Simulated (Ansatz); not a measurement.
```yaml
atoms:
  - { symbol: B, position_ang: [0.4083, -0.1877, -3.2102] }
  - { symbol: Cl, position_ang: [-1.3532, 0.9332, -0.0723] }
  - { symbol: Ge, position_ang: [-2.1482, 0.1410, -1.9418] }
  - { symbol: N, position_ang: [1.1365, -0.4742, -2.0462] }
  - { symbol: O, position_ang: [-0.9118, 0.2201, -3.1981] }
  - { symbol: H, position_ang: [0.7926, -0.3076, -1.1059] }
  - { symbol: H, position_ang: [2.1091, -0.7498, -2.0865] }
  - { symbol: H, position_ang: [0.9396, -0.3007, -4.2929] }
  - { symbol: H, position_ang: [-2.5233, -1.3190, -1.6743] }
  - { symbol: H, position_ang: [-3.2822, 1.0591, -2.3865] }
```

Geometry: r2SCAN-D4/def2-SVP.

Theory: isolated molecule in a Gaussian basis; Kohn-Sham density functional theory, functional PBE0 in Ansatz.

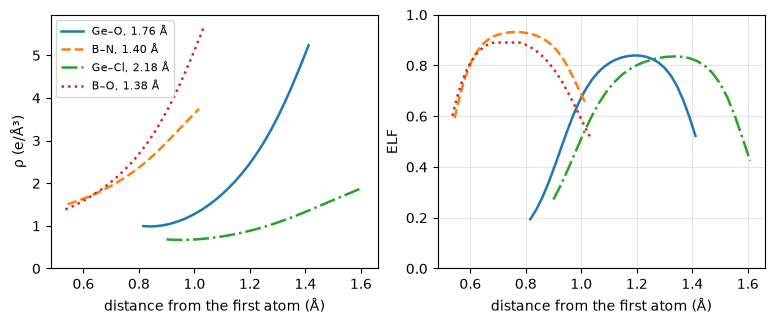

BClGeH5NO (SMILES NB[O][GeH2][Cl]). Electron density and ELF along straight lines between neighbouring atoms. The curves leave out the atomic cores.

Compare the contacts.

Answer. Ge–O (1.76 Å): ρ is about 1 e/Å³ halfway; the ELF peaks at about 0.85 in the valence shell of O, 0.6 Å from its nucleus, and is about 0.35 at the midpoint.
B–N (1.40 Å): ρ is about 1.9 e/Å³ halfway; the ELF peaks at about 0.95 between the atoms, as expected for a polar covalent bond.
Ge–Cl (2.18 Å): ρ at the midpoint is about 0.74 e/Å³; the ELF peaks at about 0.85 in the valence shell of Cl, 0.8 Å from its nucleus, and is about 0.70 at the midpoint.
B–O (1.38 Å): ρ at the midpoint is about 2 e/Å³; the ELF peaks at about 0.90 between the atoms: a polar covalent bond.
